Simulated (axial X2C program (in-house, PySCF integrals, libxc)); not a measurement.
# A two-component session on TaSe: EOM-EA-CCSD levels

Wanted for TaSe: EOM-EA-CCSD levels, at the two-component level.

Method: two-component X2C with atomic mean-field terms, Ta dyall-acv3z, Se dyall-acv3z; program: an in-house X2C program for linear molecules on PySCF integrals.

All values are calculated.

### 1 The job

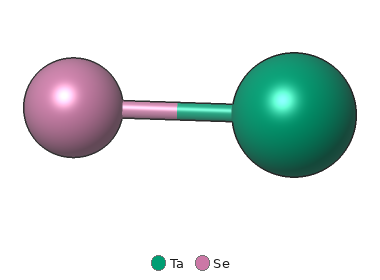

The two atoms at 2.330 Å (tantalum teal, selenium pink).

task.json

```json
{"zs": [73, 34], "q": 0, "bas": ["dyall-acv3z", "dyall-acv3z"], "r0": 2.33, "eom": "ea", "thr": -2.0, "nmax": 92, "grid": [1, 0.96, 1.045, 0.92, 1.09, 1.15]}
```

Keys: zs atomic numbers; q charge; bas basis sets; r0 starting distance in Å; eom kind of EOM run; thr threshold in hartree for freezing inner shells (an s shell follows its p shell); nmax most natural virtual spinors; grid distances as factors.

Run with:

```console
python soeom.py task.json out
```

Nuclei are Gaussian, cores are contracted, and the Gaunt term is on.

### 2 EOM-EA-CCSD at 2.256 Å

Reference: the closed shell TaSe⁺; 18 electrons correlated, 84 virtual spinors; roots sought by Ω: 1/2: 5, 3/2: 4, 5/2: 2, 7/2: 1.

Output:

```text
two-component X2C + atomic mean field  HF
basis functions 312  fitting functions 1610  grid points 5801
iter        total energy     max residual
   1     -18025.460903835     6.43e-01
   2     -18025.517033188     2.30e-02
   3     -18025.517817584     2.13e-02
   4     -18025.523387962     3.13e-03
   5     -18025.523643208     1.72e-03
   6     -18025.523815938     1.14e-03
   7     -18025.523977470     3.91e-04
   8     -18025.524090026     3.32e-04
   9     -18025.524175602     2.70e-04
  10     -18025.524232252     2.22e-04
  11     -18025.524274341     1.59e-04
  12     -18025.524305454     6.73e-05
  13     -18025.524310169     1.63e-05
  14     -18025.524310278     1.02e-05
  15     -18025.524310328     5.82e-06
  16     -18025.524310350     3.39e-06
  17     -18025.524310354     2.18e-06
  18     -18025.524310355     2.12e-06
  19     -18025.524310356     1.19e-06
converged
one-electron -25911.89819405  Coulomb 7720.60283284  exact exchange -402.17521512  xc functional 0.00000000  nuclear repulsion 582.18875776  atomic mean-field constant -14.24249179
correlated 18  virtual 382  natural virtual 84  E(MP2) -0.541356837  MP2 remainder -0.127441671
iter   CCSD correlation   residual
   1     -0.375958182   3.30e-01
   2     -0.399950382   2.32e-01
   3     -0.407233703   8.13e-02
   4     -0.409740289   4.63e-02
   5     -0.410746924   2.61e-02
   6     -0.411140855   1.38e-02
   7     -0.411290478   8.06e-03
   8     -0.411370900   4.64e-03
   9     -0.411428937   2.94e-03
  10     -0.411428152   1.74e-03
  11     -0.411450802   9.10e-04
  12     -0.411451597   5.01e-04
  13     -0.411461320   2.86e-04
  14     -0.411456786   1.69e-04
  15     -0.411458901   1.09e-04
  16     -0.411457999   5.89e-05
  17     -0.411457755   3.72e-05
  18     -0.411457461   2.41e-05
  19     -0.411457421   1.58e-05
  20     -0.411457145   9.93e-06
  21     -0.411457287   6.26e-06
  22     -0.411457093   4.43e-06
  23     -0.411457153   3.28e-06
  24     -0.411457083   2.30e-06
  25     -0.411457057   1.50e-06
  26     -0.411457024   9.32e-07
  27     -0.411457010   5.81e-07
(T) -0.030592745  T1 0.0704  D1 0.1776  max T2 0.144
EOM-EA-CCSD roots
2*Omega      energy/Eh   energy/eV  one-particle weight
    1      -0.24616377     -6.6985      0.916
    1      -0.21775173     -5.9253      0.930
    1      -0.14664141     -3.9903      0.779
    1      -0.13427647     -3.6538      0.048
    1      -0.12921586     -3.5161      0.019
    3      -0.27426584     -7.4632      0.893
    3      -0.23120675     -6.2915      0.910
    3      -0.14692595     -3.9981      0.002
    3      -0.13711234     -3.7310      0.671
    5      -0.26100888     -7.1024      0.893
    5      -0.13913328     -3.7860      0.001
    7      -0.12911143     -3.5133      0.000
```

T1 in the output is the amplitude norm over the root of the electron number; divide by √2 for the Lee–Taylor value.

```
  Ω  binding energy (eV)  above lowest (cm⁻¹)                           spinor  weight
3/2                7.463                    0                        95% Ta dδ    0.89
5/2                7.102                 2910                        97% Ta dδ    0.89
1/2                6.698                 6170  43% Ta dπ, 21% Ta pπ, 10% Se pπ    0.92
3/2                6.291                 9450  51% Ta dπ, 23% Ta pπ, 16% Se pπ    0.91
1/2                5.925                12400  39% Ta pσ, 23% Ta dσ, 11% Ta dπ    0.93
1/2                3.990                28010  46% Ta pπ, 17% Ta dπ, 16% Se dπ    0.78
3/2                3.731                30100  47% Ta pπ, 18% Ta dπ, 16% Se dπ    0.67
```

It took 43 s on 1 thread of Arm Neoverse V2, shared host; peak memory 1.1 GiB.

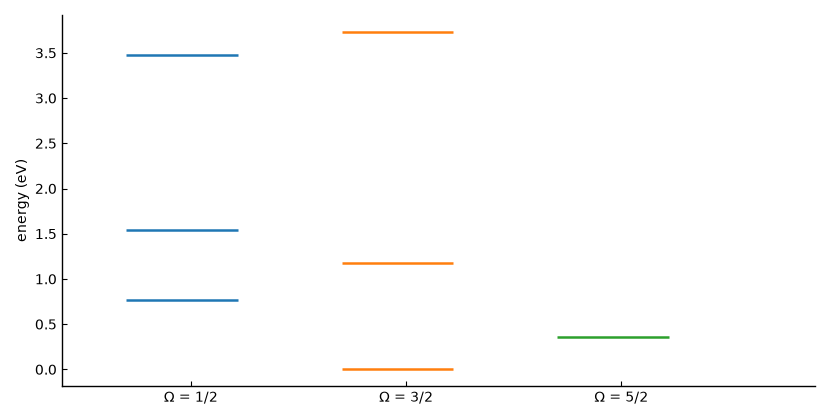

The roots by Ω, from the lowest.

### 3 EOM-EA-CCSD at 2.166 Å

```
  Ω  binding energy (eV)  above lowest (cm⁻¹)                           spinor  weight
3/2                7.376                    0                        94% Ta dδ    0.90
5/2                7.022                 2850                        96% Ta dδ    0.90
1/2                6.535                 6780  43% Ta dπ, 24% Ta pπ, 11% Se pπ    0.92
3/2                6.151                 9880  49% Ta dπ, 26% Ta pπ, 16% Se pπ    0.91
1/2                5.760                13030  42% Ta pσ, 22% Ta dσ, 11% Ta sσ    0.94
1/2                3.821                28670  42% Ta pπ, 19% Ta dπ, 18% Se dπ    0.80
3/2                3.576                30650  44% Ta pπ, 19% Ta dπ, 17% Se dπ    0.72
```

Wall time 43 s (1 thread of Arm Neoverse V2, shared host); peak memory 1.2 GiB.

### 4 Results

| quantity | value |
| --- | --- |
| lowest root at 2.256 Å | Ω = 3/2, 7.463 eV |
| next root led by one particle | Ω = 5/2, about 2910 cm⁻¹ higher |
| T1 of the reference | 0.050 |

The added electron is bound by 7.46 eV in a spinor of 95% Ta dδ. Errors of 0.1 to 0.3 eV are usual at this size, and roots led by higher excitations are left out, so the list is incomplete, and low states of that kind can be missing. T1 or the largest double amplitude of the reference is raised, which lowers the reliability.
